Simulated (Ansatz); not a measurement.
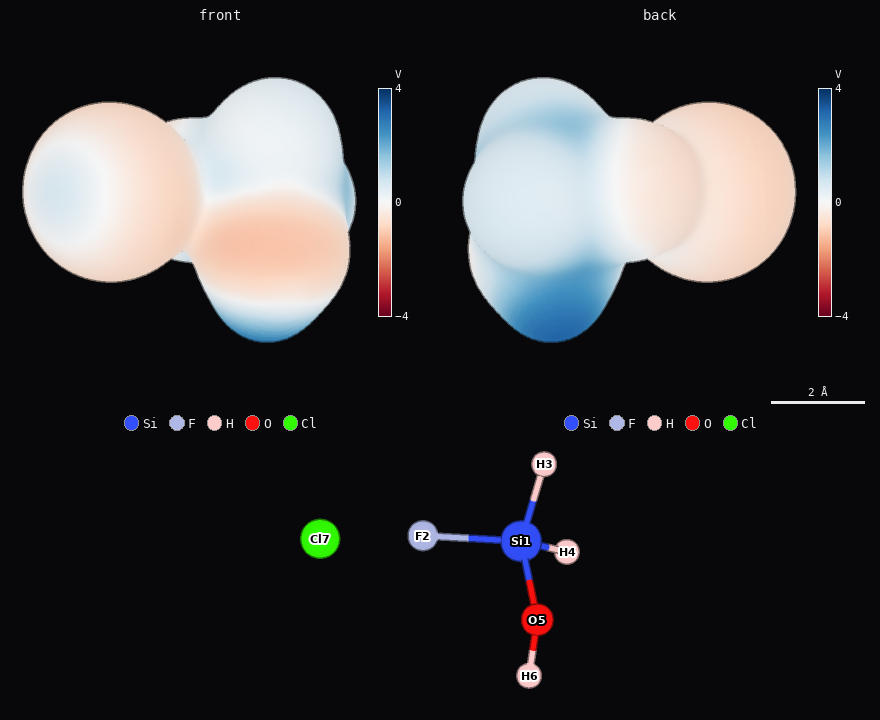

FH₃OSi···Cl (doublet). The electrostatic potential painted on the density surface at 0.002 e/bohr³, seen from the front and from behind; the colour scale runs from red (negative) to blue (positive). The bare structure is drawn below in the same view.

These are results of UKS PBE-D4/6-31G* (Ansatz), not measurements.

```yaml
atoms:
  - { symbol: Si, position_ang: [-0.0082, 0.0459, 0.0671] }
  - { symbol: F, position_ang: [-0.3423, 0.7824, 1.4982] }
  - { symbol: H, position_ang: [1.4647, -0.0497, -0.1083] }
  - { symbol: H, position_ang: [-0.6850, 0.9269, -0.9408] }
  - { symbol: O, position_ang: [-0.5762, -1.5096, 0.0335] }
  - { symbol: H, position_ang: [-1.5456, -1.6178, 0.0690] }
  - { symbol: Cl, position_ang: [0.3446, -0.5942, 3.5425] }
```

Question: Which sites attract a positive test charge, and which a negative one?

Answer: A positive charge is drawn to the negative regions and a negative charge to the positive ones. The most negative region (about −1.1 V) lies over O5, the most positive (about +3.0 V) over H6. O5 is the likeliest acceptor of a hydrogen bond.
